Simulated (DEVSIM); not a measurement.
System: Ti/AlN/n-Si capacitor, at 300 K.

```tsv
layer (left to right)	material	thickness (nm)	Nd (cm⁻³)
1	AlN	2.50	-
2	Si	760	5.7e17
```

Metal gate on the left, work function 4.33 eV. Fixed charge at the semiconductor interface -1.9e11 cm⁻² (in units of +e); no interface traps.

Constants are typed, rounded textbook-type inputs, not results; the design itself was drawn at random and stands for no fabricated device. Values at 300 K.

| parameter | AlN | Si |
|---|---|---|
| gap (eV) | 6.1 | 1.124 |
| affinity (eV) | 1.9 | 4.05 |
| permittivity | 8.5 | 11.7 |
| Nc (cm⁻³) | - | 2.86e19 |
| Nv (cm⁻³) | - | 3.1e19 |

DEVSIM, 1D Poisson equation in equilibrium, Boltzmann statistics, complete ionisation; no quantum confinement or tunnelling. Metal contacts follow the ideal Schottky-Mott rule: no Fermi-level pinning, no interface dipoles.

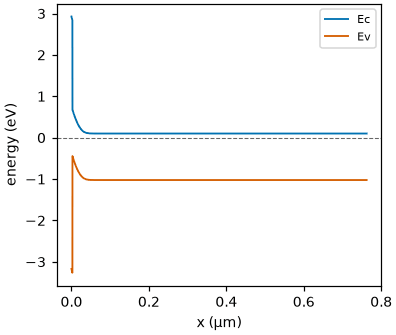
Figure. Band edges at -0.5 V on the gate

Energies count from the Fermi level of the right contact; mesh points crowd at the junctions.

```json
[
 {"x (μm)": "0.000", "Ec (eV)": "2.930", "Ev (eV)": "-3.170", "n (cm⁻³)": "< 1e2", "p (cm⁻³)": "< 1e2", "field (V/cm)": "-390000"},
 {"x (μm)": "0.0007285", "Ec (eV)": "2.902", "Ev (eV)": "-3.198", "n (cm⁻³)": "< 1e2", "p (cm⁻³)": "< 1e2", "field (V/cm)": "-390000"},
 {"x (μm)": "0.001416", "Ec (eV)": "2.875", "Ev (eV)": "-3.225", "n (cm⁻³)": "< 1e2", "p (cm⁻³)": "< 1e2", "field (V/cm)": "-390000"},
 {"x (μm)": "0.002154", "Ec (eV)": "2.846", "Ev (eV)": "-3.254", "n (cm⁻³)": "< 1e2", "p (cm⁻³)": "< 1e2", "field (V/cm)": "-390000"},
 {"x (μm)": "0.003204", "Ec (eV)": "0.661", "Ev (eV)": "-0.463", "n (cm⁻³)": "2.3e8", "p (cm⁻³)": "5.1e11", "field (V/cm)": "-310000"},
 {"x (μm)": "0.004768", "Ec (eV)": "0.614", "Ev (eV)": "-0.510", "n (cm⁻³)": "1.4e9", "p (cm⁻³)": "8.3e10", "field (V/cm)": "-290000"},
 {"x (μm)": "0.007642", "Ec (eV)": "0.533", "Ev (eV)": "-0.591", "n (cm⁻³)": "3.1e10", "p (cm⁻³)": "3.7e9", "field (V/cm)": "-270000"},
 {"x (μm)": "0.01505", "Ec (eV)": "0.359", "Ev (eV)": "-0.765", "n (cm⁻³)": "2.7e13", "p (cm⁻³)": "4400000", "field (V/cm)": "-200000"},
 {"x (μm)": "0.02654", "Ec (eV)": "0.185", "Ev (eV)": "-0.939", "n (cm⁻³)": "2.3e16", "p (cm⁻³)": "5200", "field (V/cm)": "-100000"},
 {"x (μm)": "0.04765", "Ec (eV)": "0.104", "Ev (eV)": "-1.020", "n (cm⁻³)": "5.1e17", "p (cm⁻³)": "230", "field (V/cm)": "-5200"},
 {"x (μm)": "0.08360", "Ec (eV)": "0.101", "Ev (eV)": "-1.023", "n (cm⁻³)": "5.7e17", "p (cm⁻³)": "200", "field (V/cm)": "≈ 0"},
 {"x (μm)": "0.1865", "Ec (eV)": "0.101", "Ev (eV)": "-1.023", "n (cm⁻³)": "5.7e17", "p (cm⁻³)": "200", "field (V/cm)": "≈ 0"},
 {"x (μm)": "0.3302", "Ec (eV)": "0.101", "Ev (eV)": "-1.023", "n (cm⁻³)": "5.7e17", "p (cm⁻³)": "200", "field (V/cm)": "≈ 0"},
 {"x (μm)": "0.5180", "Ec (eV)": "0.101", "Ev (eV)": "-1.023", "n (cm⁻³)": "5.7e17", "p (cm⁻³)": "200", "field (V/cm)": "≈ 0"},
 {"x (μm)": "0.6545", "Ec (eV)": "0.101", "Ev (eV)": "-1.023", "n (cm⁻³)": "5.7e17", "p (cm⁻³)": "200", "field (V/cm)": "≈ 0"},
 {"x (μm)": "0.7022", "Ec (eV)": "0.101", "Ev (eV)": "-1.023", "n (cm⁻³)": "5.7e17", "p (cm⁻³)": "200", "field (V/cm)": "≈ 0"},
 {"x (μm)": "0.7302", "Ec (eV)": "0.101", "Ev (eV)": "-1.023", "n (cm⁻³)": "5.7e17", "p (cm⁻³)": "200", "field (V/cm)": "≈ 0"},
 {"x (μm)": "0.7455", "Ec (eV)": "0.101", "Ev (eV)": "-1.023", "n (cm⁻³)": "5.7e17", "p (cm⁻³)": "200", "field (V/cm)": "≈ 0"},
 {"x (μm)": "0.7553", "Ec (eV)": "0.101", "Ev (eV)": "-1.023", "n (cm⁻³)": "5.7e17", "p (cm⁻³)": "200", "field (V/cm)": "≈ 0"},
 {"x (μm)": "0.7591", "Ec (eV)": "0.101", "Ev (eV)": "-1.023", "n (cm⁻³)": "5.7e17", "p (cm⁻³)": "200", "field (V/cm)": "≈ 0"},
 {"x (μm)": "0.7611", "Ec (eV)": "0.101", "Ev (eV)": "-1.023", "n (cm⁻³)": "5.7e17", "p (cm⁻³)": "200", "field (V/cm)": "≈ 0"},
 {"x (μm)": "0.7625", "Ec (eV)": "0.101", "Ev (eV)": "-1.023", "n (cm⁻³)": "5.7e17", "p (cm⁻³)": "200", "field (V/cm)": "≈ 0"}
]
```
